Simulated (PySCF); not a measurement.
Dissociation curve of BH, singlet.

UKS-r2SCAN = unrestricted r2SCAN/cc-pVTZ (PySCF 2.14.0); RHF/cc-pVTZ (PySCF); UKS-CAM-B3LYP = unrestricted CAM-B3LYP/cc-pVTZ (PySCF).

Magnitude of the dipole moment (D; its direction can reverse along the curve, and a method can change to another solution) and Mulliken charge of the fragment that holds B1:

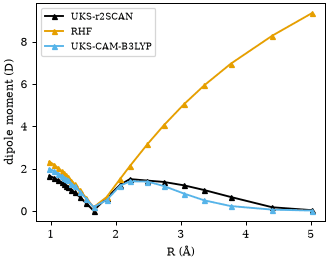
Figure. Dipole moment against bond length.

```
R / Å  μ UKS-r2SCAN  q UKS-r2SCAN  μ RHF  q RHF  μ UKS-CAM-B3LYP  q UKS-CAM-B3LYP
-----  ------------  ------------  -----  -----  ---------------  ---------------
0.98           1.66         -0.10   2.33  -0.15             1.99            -0.18
1.05           1.56         -0.06   2.19  -0.10             1.89            -0.13
1.12           1.45         -0.03   2.02  -0.06             1.76            -0.09
1.17           1.35         -0.01   1.89  -0.04             1.66            -0.07
1.21           1.27          0.01   1.77  -0.02             1.57            -0.05
1.24           1.20          0.02   1.68  -0.01             1.50            -0.03
1.26           1.15          0.02   1.62   0.00             1.45            -0.02
1.32           1.01          0.04   1.43   0.02             1.30             0.00
1.37           0.87          0.05   1.26   0.03             1.15             0.02
1.45           0.65          0.07   0.98   0.06             0.90             0.04
1.55           0.35          0.08   0.61   0.08             0.56             0.07
1.66           0.01          0.10   0.17   0.11             0.18             0.09
1.86           0.61          0.13   0.65   0.16             0.51             0.13
2.07           1.24          0.16   1.52   0.20             1.19             0.16
2.22           1.50          0.17   2.12   0.23             1.39             0.15
2.49           1.43          0.13   3.16   0.28             1.39             0.12
2.74           1.37          0.11   4.04   0.31             1.18             0.09
3.05           1.21          0.08   5.04   0.34             0.82             0.05
3.36           0.99          0.06   5.92   0.36             0.50             0.03
3.77           0.66          0.03   6.95   0.38             0.23             0.01
4.41           0.17          0.01   8.28   0.39             0.06             0.00
5.02           0.04          0.00   9.34   0.39             0.02             0.00
```

The unrestricted determinant behind UKS-r2SCAN is spin-contaminated at 0.98 to 5.02 Å (<S²> up to 1.0, against 0.00 for a pure singlet). The restricted form behind RHF keeps the bonding electrons paired and can't separate into open-shell fragments. The unrestricted determinant behind UKS-CAM-B3LYP is spin-contaminated at 0.98 to 1.32, 2.22 to 5.02 Å (<S²> up to 1.0, against 0.00 for a pure singlet).
